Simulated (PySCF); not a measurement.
**BeH2: what the electrons do**

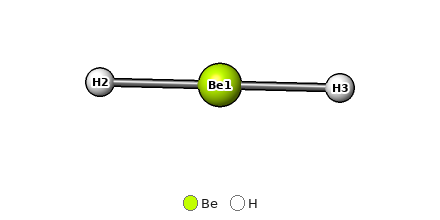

The molecule, with its atoms numbered as below. No frequency check shows the geometry to be a minimum.

Geometry (Å), atoms numbered from 1:

```
Be1      0.0000    0.0001    0.0000
H2      -1.2794   -0.0002    0.0000
H3       1.2794   -0.0002    0.0000
```

## 1. Bonding charge

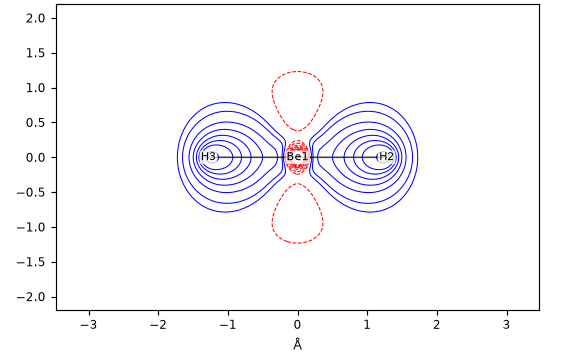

Deformation density (molecule less spherical, spin-averaged free atoms) in the molecular plane; contours at ±0.05 to ±0.8 e/Å³; solid blue lines: gain, dashed red lines: loss.

Computed with PySCF, B3LYP/def2-SVPD, geometry: GFN2-xTB.

Question: Describe the bonding that the map shows.

Answer: Be1–H2 and Be1–H3: +0.33 e/Å³ at the bond critical point (bond length 1.28 Å). In all, 0.8 electrons gather in the regions of gain relative to the promolecule.

Question: Where do the Hirshfeld charges lie?

Answer: The highest Hirshfeld charge is on Be1 (+0.38 e), the lowest on H2 and H3 (−0.19 e).

```json
{"atom": "Be1", "charge (e)": "+0.38"}
{"atom": "H2", "charge (e)": "−0.19"}
{"atom": "H3", "charge (e)": "−0.19"}
```

## 2. Bond critical points

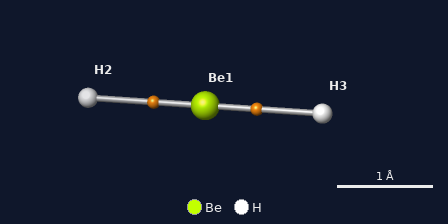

Molecular graph of the electron density (QTAIM): bond paths, bond critical points (orange), ring points (yellow, if any); weak paths are dashed.

Question: How many critical points of each kind are there, and does the count close?

Answer: 3 nuclei, 2 bond, 0 ring and 0 cage critical points: 3 − 2 + 0 − 0 = 1, as the Poincaré–Hopf relation requires.

Question: What does the calculation give at each kind of bond critical point?

Answer:
```csv
bond,length (Å),ρ (a.u.),∇²ρ (a.u.),ε,H (a.u.)
Be1–H2 (2 alike),1.279,0.105,+0.23,0.00,−0.046
```

Question: What kind of interaction is Be1–H2?

Answer: Polar or intermediate (positive Laplacian, negative energy density H): ρ = 0.105, ∇²ρ = +0.23, H = −0.046 a.u.

## 3. Local ionisation energy

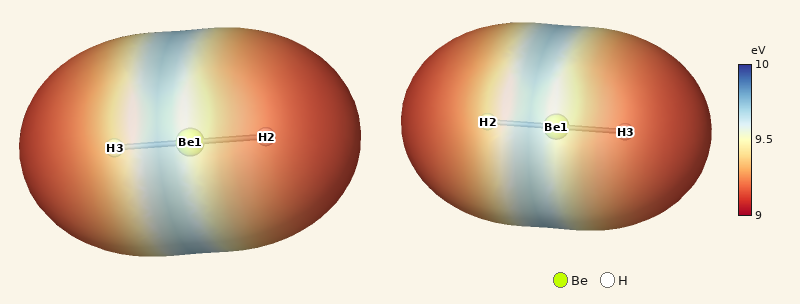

Average local ionisation energy on the surface of electron density 0.001 a.u. (back view left, front view right).

Question: Locate the minima of the map.

Answer: The lowest value is 9.1 eV, 1.6 Å from H2, and at like points elsewhere. For comparison, the highest occupied orbital lies at −8.8 eV.

## 4. Localised orbitals

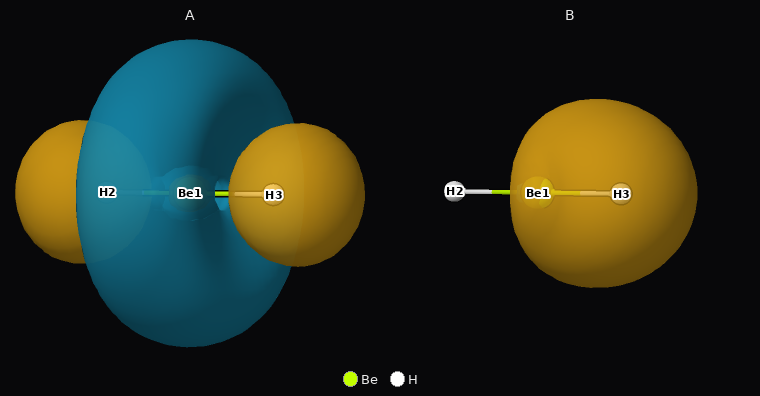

Intrinsic bond orbitals (IBO), occupied and valence-virtual; each surface holds about 85 % of the orbital's density. Energies are diagonal elements of the Fock matrix.

Method: TPSS/def2-TZVP; geometry: GFN2-xTB; program: PySCF.

Question: Identify each orbital.

Answer: By panel:
- A: antibonding multicentre orbital mainly over Be1, H2 and H3 (Be1 59 %, H2 20 %, H3 20 %; 4.3 eV)
- B: σ bond H3–Be1 (H3 78 %, Be1 20 %; −8.9 eV)
